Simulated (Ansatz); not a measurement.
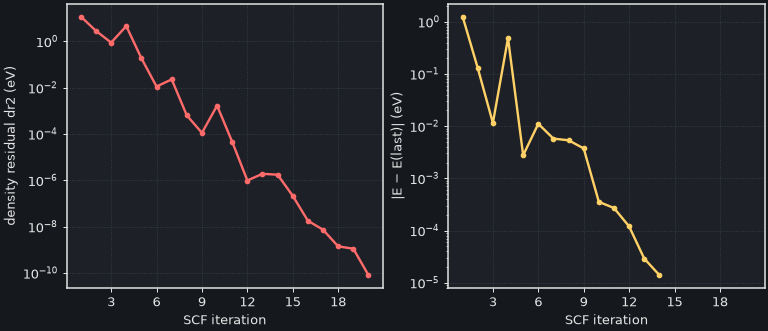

The plot shows the SCF iterations of a calculation: density residual dr2, distance of the Harris–Foulkes energy from its last value. Energy differences below 3 × 10⁻⁶ eV aren't drawn. dr2 is the charge part; the magnetisation has a residual of its own.

Program: Ansatz.

```
crystal:
  lattice:
    - [5.4189822, 0.0, 0.0]
    - [-2.7094911, 4.6929762, 0.0]
    - [0.0, 0.0, 5.4077752]
  atoms:
    - { symbol: Hf, position: [0.3333333, 0.6666667, 0.5] }
    - { symbol: Hf, position: [0.6666667, 0.3333333, 0.5] }
    - { symbol: Hf, position: [0.0, 0.669029, 0.0] }
    - { symbol: Hf, position: [0.669029, 0.0, 0.0] }
    - { symbol: Hf, position: [0.330971, 0.330971, 0.0] }
    - { symbol: Ti, position: [0.0, 0.0, 0.5], spin: 1.0 }
    - { symbol: "N", position: [0.0, 0.330478, 0.747516] }
    - { symbol: "N", position: [0.669522, 0.669522, 0.747516] }
    - { symbol: "N", position: [0.330478, 0.0, 0.747516] }
    - { symbol: "N", position: [0.0, 0.330478, 0.252484] }
    - { symbol: "N", position: [0.669522, 0.669522, 0.252484] }
    - { symbol: "N", position: [0.330478, 0.0, 0.252484] }
basis:
  ecutwfc: 420
kpoints:
  mp_grid: { grid: [6, 6, 4] }
hamiltonian:
  xc: pbe
scf:
  occupations: { method: gaussian, width: 0.1 }
  lower_state_search: "off"
output:
  forces: true
  stress: true
  eigenvalues: true
  populations: true
magnetization:
  spin_polarized: true
```

Launched with:
```bash
ansatz run input.yaml --threads 4 --pin off --max-ram 8192MiB --backend cpu --events-out ev --progress --plain --runs-dir out
```

> Was self-consistency reached?

It converged, after 20 iterations. The residual falls unevenly and jumps up by a factor of two or more 3 times on the way down. The program keeps the magnetisation out of the quasi-Newton mixer until iteration 8 and then restarts the mixer with it. The program put off closing at iteration 16, as the moment had not settled.

> What is the residual at the start and at the end?

It starts near 10 and ends near 8 × 10⁻¹¹ eV.
